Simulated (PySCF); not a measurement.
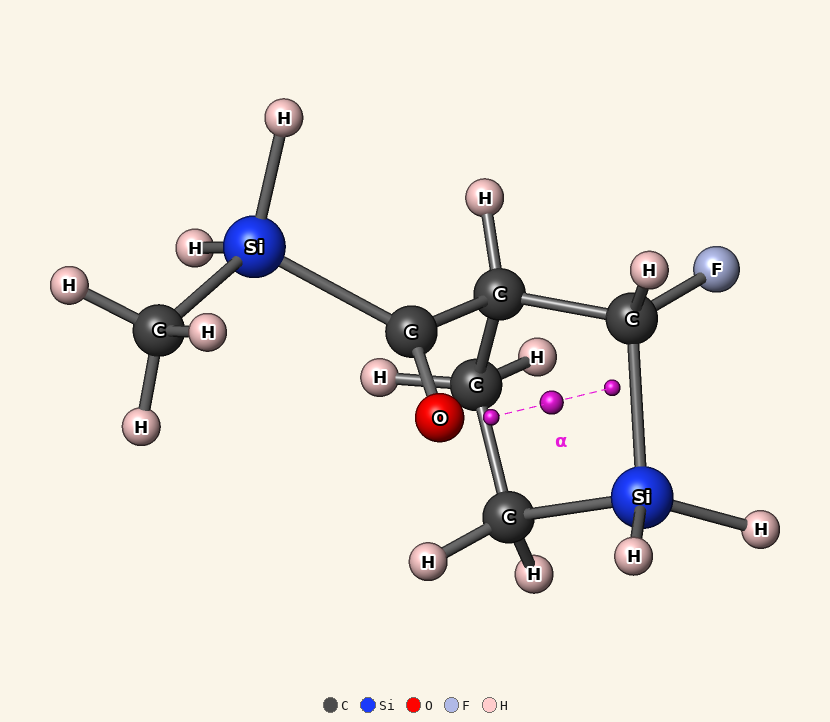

The small points mark where nucleus-independent chemical shifts (NICS) were computed: at the centre of each lettered ring and 1 Å above and below it. The geometry was computed by an optimisation with GFN2-xTB. No frequency run is at hand to confirm it as a minimum. Properties computed with GIAO PBE0/pcSseg-1 NMR shielding, non-relativistic, gas phase (PySCF 2.14.0).

Give NICS(0), NICS(1) and the out-of-plane component NICS(1)zz for each ring (means of the two sides).

```tsv
ring	members	NICS(0)	NICS(1)	NICS(1)zz
α	C4Si	−4.4	−3.4	−6.5
```

Values in ppm.

Question. What do the values say about the ring currents?

Answer. Ring α: weak, as in a non-aromatic ring. NICS is one index among several.

The geometry is semi-empirical. Around Si such bond lengths and angles can be off by a tenth of an ångström or more and by several degrees, and values that hang on the shape move with them.
